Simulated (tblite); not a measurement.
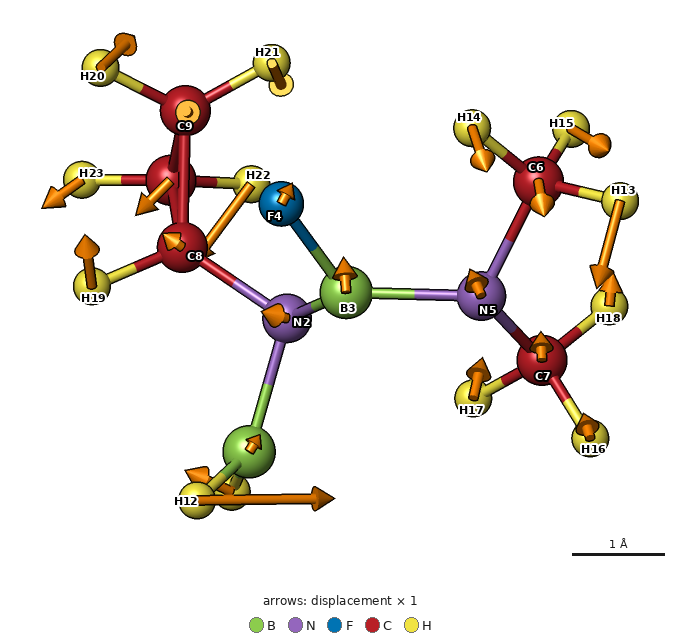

This is a relaxation of C5H13B2FN2. The starting structure is drawn; orange arrows show the displacements, at their true length. The two geometries are superimposed by the best rigid fit.

Style: ball-and-stick. Shown at a tilt.

Theory: GFN2-xTB geometry optimisation, gas phase (tblite 0.8.0). 

**Atoms of which element are displaced furthest, and by how much?**

Hydrogen: up to 1.60 Å, against 0.62 Å for carbon.

**Describe the change and its energy.**

The atom that moves furthest after the best rigid fit is an H atom (1.60 Å). Largest moves by element: H 1.60 Å, C 0.62 Å, B 0.43 Å, N 0.40 Å, F 0.28 Å. Among the contacts that change: B–N 1.526 → 1.394 Å, B–F 1.465 → 1.351 Å, B–N 1.488 → 1.391 Å, B–N 1.519 → 1.457 Å. Bond angles that change, for instance: B–N–B 110.3° → 125.3°, B–N–C 107.1° → 120.0°, B–N–C 115.1° → 125.2°. The energy falls by 241.2 kJ/mol in 176 geometry steps.
